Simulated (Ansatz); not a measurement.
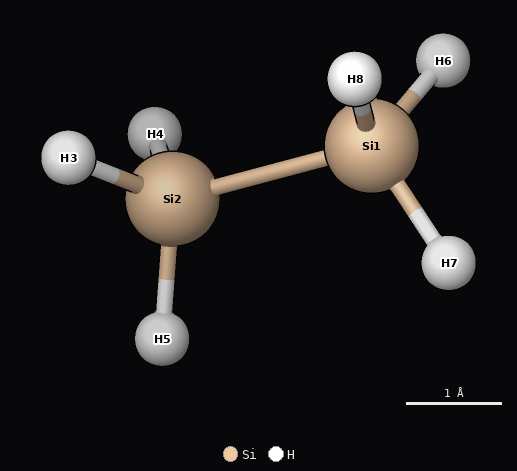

The structure as given in the input (ball-and-stick view, seen at a tilt; atoms are numbered from 1 in the order of the input). Bond lengths as drawn: H–Si 1.49 Å and Si–Si 2.36 Å.

**Frequency calculation, with input and output: Si2H6**

Si2H6, computed with RKS r2SCANh/def2-SVP (Ansatz 0.2.0).

It belongs to a series of runs on one base structure; here: vibrations at the highest image of the band. Figures and captions count atoms from 1; the log counts them from 0 in places.

What the program printed
```
Engine: ansatz 0.2.0, aarch64-unknown-linux-gnu
Functional definition: r2SCANh
  parameter a = 0.1
  parameter k0 = 0.174
  parameter k1 = 0.065
  parameter a1 = 4.9479
  exchange = (1 - a)*r2scan_x(k0 = k0, k1 = k1, a1 = a1) + a*exact_x
  correlation = r2scan_c
680 factors; integrals over basis functions are off by at most 2.4e-4 eV
mean field evaluation 1: about -15845.5153 eV, gradient 8.6e0 eV
mean field evaluation 2: about -15845.8194 eV, gradient 2.7e0 eV
mean field evaluation 4: about -15845.8484 eV, gradient 4.7e-2 eV
mean field evaluation 8: about -15845.8451 eV, gradient 2.4e-4 eV
mean field -15845.84505476 eV, -582.3240650630 hartree, gradient 6.2e-6 eV, S^2 0.000000; 0 other end points of the search recorded, 0 dependent functions left out
the calculation of the forces begins
reference -15845.84506377 eV, -582.3240653941 hartree; 17, 17 occupied and 49, 49 virtual orbitals, 680 factors
these checks for a lower state are left out or cut short: stability, starts, cluster_reference, orbital_swaps, neighbouring_geometries, increment
680 factors; integrals over basis functions are off by at most 2.4e-4 eV
mean field evaluation 16: about -15845.8450 eV, gradient 4.9e-5 eV
mean field -15845.84496434 eV, -582.3240617400 hartree, gradient 2.2e-6 eV, S^2 0.000000; 0 other end points of the search recorded, 0 dependent functions left out
[... from here on the field's lines of each further geometry are left out, up to the last ...]
the calculation of the forces begins
reference -15845.84504558 eV, -582.3240647256 hartree; 17, 17 occupied and 49, 49 virtual orbitals, 680 factors
these checks for a lower state are left out or cut short: stability, starts, cluster_reference, orbital_swaps, neighbouring_geometries, increment
680 factors; integrals over basis functions are off by at most 2.4e-4 eV
mean field -15845.84506071 eV, -582.3240652815 hartree, gradient 2.7e-6 eV, S^2 0.000000; 0 other end points of the search recorded, 0 dependent functions left out
the calculation of the forces begins
reference -15845.84506972 eV, -582.3240656125 hartree; 17, 17 occupied and 49, 49 virtual orbitals, 680 factors
WARN: phonons: modes at or below zero, which the zero-point energy, F, S and C_V leave out: 1, the lowest at -127.04 cm⁻¹. A minimum has none, and a first-order saddle one
Total energy: -15845.84506377 eV, -582.3240653941 hartree
Atom 0 at     0.344272    -0.008540    -0.041334 Å, force    -0.002206     0.006309     0.044642 eV/Å
Atom 1 at     1.037439     0.011534     2.213162 Å, force    -0.012421    -0.030870    -0.028657 eV/Å
Atom 2 at     0.134127    -0.846127     3.036089 Å, force     0.008500     0.006903     0.003312 eV/Å
Atom 3 at     2.429608    -0.514496     2.334004 Å, force    -0.011929     0.008641     0.002964 eV/Å
Atom 4 at     1.002421     1.398390     2.761836 Å, force     0.004811     0.008096    -0.000161 eV/Å
Atom 5 at     1.444314    -0.507686    -0.916840 Å, force     0.001076     0.000158    -0.011619 eV/Å
Atom 6 at    -0.028976     1.367763    -0.482614 Å, force    -0.000967    -0.009755    -0.005652 eV/Å
Atom 7 at    -0.841004    -0.900838    -0.210405 Å, force     0.013136     0.010519    -0.004830 eV/Å
Dipole moment:     0.000503     0.001603    -0.001582 e Å
Vibrations: -127.04 413.09 414.72 431.83 614.89 615.04 836.77 911.38 941.18 941.94 945.38 945.95 2223.84 2230.57 2232.84 2235.28 2241.73 2243.74 cm⁻¹, zero-point energy 1.327882 eV
```

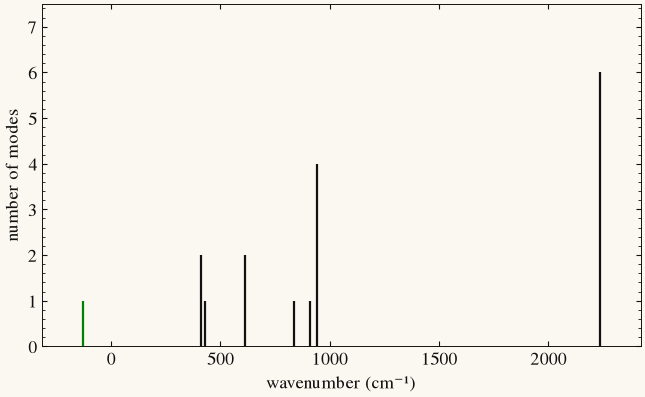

Harmonic vibrational wavenumbers from the force constants; neighbouring modes closer than 11 cm⁻¹ are counted in one stick, and imaginary ones are drawn at negative wavenumbers. 18 modes from 127i to 2244 cm⁻¹, 1 imaginary beyond 8i (127i cm⁻¹): a first-order saddle point, if the geometry is stationary.

This output came from the following input.

Input file
```yaml
crystal:
  periodic: [false, false, false]
  atoms:
    - { symbol: Si, position_ang: [0.344272, -0.00854, -0.041334] }
    - { symbol: Si, position_ang: [1.037439, 0.011534, 2.213162] }
    - { symbol: H, position_ang: [0.134127, -0.846127, 3.036089] }
    - { symbol: H, position_ang: [2.429608, -0.514496, 2.334004] }
    - { symbol: H, position_ang: [1.002421, 1.39839, 2.761836] }
    - { symbol: H, position_ang: [1.444314, -0.507686, -0.91684] }
    - { symbol: H, position_ang: [-0.028976, 1.367763, -0.482614] }
    - { symbol: H, position_ang: [-0.841004, -0.900838, -0.210405] }
basis:
  gaussian: { orbitals: def2-SVP }
hamiltonian:
  xc: r2scanh
phonons: {}
```

Launched with:
```bash
ansatz run input.yaml --threads 1 --pin off --max-ram 2048MiB --backend cpu --events-out ev --progress --plain --runs-dir out
```

Summary

- outcome: converged
- total energy: −15845.8451 eV
- mean-field energy: −15845.8451 eV
- largest force (length of the vector): 0.045 eV/Å
- hardware: 1 thread of Arm Neoverse V1, 24 GiB of memory available, shared host
- wall time: 84 s
- peak memory: 0.13 GiB
